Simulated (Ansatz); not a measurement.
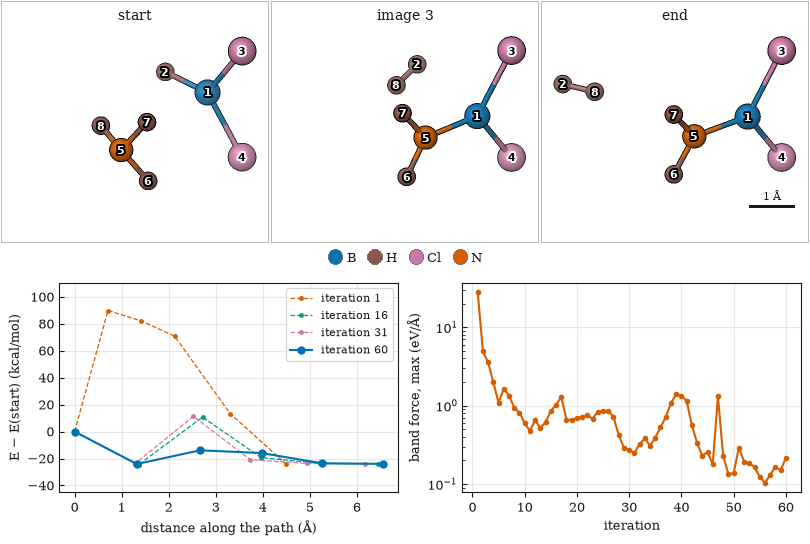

A nudged-elastic-band calculation for BNH4Cl2, made up at the start of BHCl2 and NH3. Images are numbered from 0 (start) to 5 (end). The plot follows the band through its iterations. Style: ball-and-stick. Shown from a free direction.

The calculation used Ansatz 0.2.0, RKS PBE/def2-SVP.

Input
```yaml
crystal:
  periodic: [false, false, false]
  atoms:
    - { symbol: B, position_ang: [0.013358, 0.263056, -0.059189] }
    - { symbol: H, position_ang: [-0.167104, 0.675085, 1.061066] }
    - { symbol: Cl, position_ang: [1.646529, 0.222127, -0.720743] }
    - { symbol: Cl, position_ang: [-1.366692, -0.009738, -1.12095] }
    - { symbol: "N", position_ang: [0.051345, -2.320653, 1.156069] }
    - { symbol: H, position_ang: [-0.689081, -2.273, 0.449395] }
    - { symbol: H, position_ang: [0.949486, -2.125438, 0.703059] }
    - { symbol: H, position_ang: [-0.12204, -1.595037, 1.858695] }
basis:
  gaussian: { orbitals: def2-SVP }
hamiltonian:
  xc: pbe
neb:
  order_check: false
  images: 4
  f_tol: 0.05
  max_iterations: 60
  climbing: false
  final_atoms:
    - { symbol: B, position_ang: [0.1979098, -0.65723082, -0.87974441] }
    - { symbol: H, position_ang: [-0.41148874, -0.35564472, 3.39278279] }
    - { symbol: Cl, position_ang: [1.75510059, 0.06968045, -1.32664333] }
    - { symbol: Cl, position_ang: [-1.27554678, -0.18423543, -1.75024991] }
    - { symbol: "N", position_ang: [0.13209349, -1.59829017, 0.15484552] }
    - { symbol: H, position_ang: [-0.73984096, -2.05119643, 0.4290766] }
    - { symbol: H, position_ang: [0.95830577, -1.90877159, 0.66621798] }
    - { symbol: H, position_ang: [-0.30073216, -0.47790928, 2.64111676] }
  initial_path:
    images:
      - { positions_ang: [[0.013358, 0.263056, -0.059189], [-0.167104, 0.675085, 1.061066], [1.646529, 0.222127, -0.720743], [-1.366692, -0.009738, -1.12095], [0.051345, -2.320653, 1.156069], [-0.689081, -2.273, 0.449395], [0.949486, -2.125438, 0.703059], [-0.12204, -1.595037, 1.858695]] }
      - { positions_ang: [[0.01284046, 0.15749814, -0.03661972], [-0.11575469, 0.40584027, 1.25119708], [1.64898129, 0.13350715, -0.78409932], [-1.44688789, -0.00810311, -1.06672307], [0.06015333, -2.09379899, 0.92807247], [-0.58375689, -2.36919357, 0.28615883], [0.81278349, -2.07440364, 1.00920766], [-0.0725581, -1.31494425, 1.74020808]] }
      - { positions_ang: [[0.01232293, 0.05194028, -0.01405045], [-0.06440538, 0.13659554, 1.44132815], [1.65143357, 0.04488729, -0.84745564], [-1.52708378, -0.00646821, -1.01249614], [0.06896166, -1.86694499, 0.70007593], [-0.47843279, -2.46538713, 0.12292266], [0.67608098, -2.02336928, 1.31535632], [-0.02307619, -1.03485149, 1.62172117]] }
      - { positions_ang: [[0.04923329, -0.13211709, -0.17816153], [-0.11328233, -0.06955041, 1.90767151], [1.67314789, 0.01439798, -0.96863571], [-1.50885474, -0.0413677, -1.13835612], [0.08511136, -1.72247242, 0.49983124], [-0.48858478, -2.42102642, 0.11885898], [0.67784494, -1.980036, 1.30798812], [-0.05881462, -0.81142595, 1.77820552]] }
      - { positions_ang: [[0.12357154, -0.39467395, -0.52895297], [-0.26238554, -0.21259757, 2.65022715], [1.71412424, 0.04203921, -1.14763952], [-1.39220076, -0.11280157, -1.44430302], [0.10860242, -1.6603813, 0.32733838], [-0.61421287, -2.23611142, 0.27396779], [0.81807535, -1.94440379, 0.98710305], [-0.17977339, -0.64466762, 2.20966114]] }
      - { positions_ang: [[0.1979098, -0.65723082, -0.87974441], [-0.41148874, -0.35564472, 3.39278279], [1.75510059, 0.06968045, -1.32664333], [-1.27554678, -0.18423543, -1.75024991], [0.13209349, -1.59829017, 0.15484552], [-0.73984096, -2.05119643, 0.4290766], [0.95830577, -1.90877159, 0.66621798], [-0.30073216, -0.47790928, 2.64111676]] }
```

Run as
```bash
ansatz run input.yaml --threads 2 --pin off --max-ram 3072MiB --backend cpu --events-out ev --progress --plain --runs-dir out
```

### How did the profile develop, and is the result final?

The result isn't final. The band hadn't converged when the run stopped after 60 iterations. The largest component of the band force went from 28 to 0.21 eV/Å. The first iteration put the highest image at 89.9 kcal/mol. Relative to the start the highest point is image 0 at 0.0 kcal/mol and the end lies at −23.9 kcal/mol, but the profile dips to −24.1 kcal/mol at image 1 on the way, so there may be an intermediate minimum, or an end is no minimum.

Limits of the set-up: the start holds two separate molecules, 2.4 Å apart at their closest, whose relative position is a soft coordinate and is computed without a dispersion correction.

The run took 5.8 min on 2 threads of Intel(R) Xeon(R) Platinum 8175M CPU @ 2.50GHz (Skylake/Cascade Lake), with other jobs on the host, peak memory 0.13 GiB.
